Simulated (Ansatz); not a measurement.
Base system: BaTiO3 (space group P4mm, No. 99; a = 3.9851 Å, c = 4.2043 Å).

One thing is altered: cell and atoms relaxed at a pressure of 5 GPa.

Calculations: PBE (Ansatz, a quantum-chemistry and plane-wave program; PAW; 420 eV plane waves; scalar-relativistic without spin-orbit coupling), earlier PAW set.

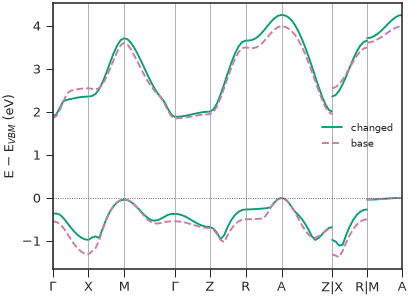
*Highest valence and lowest conduction band along the path, each from its own valence-band maximum*

Q: From the figure, how large is the changed gap, and is it direct?

A: About 1.9 eV, indirect, A → Γ.

Load acts through the strain it causes; cell and atoms are relaxed under it. No phonon test of stability was made. Competing high-pressure phases were not computed. The final runs are not spin-polarised.
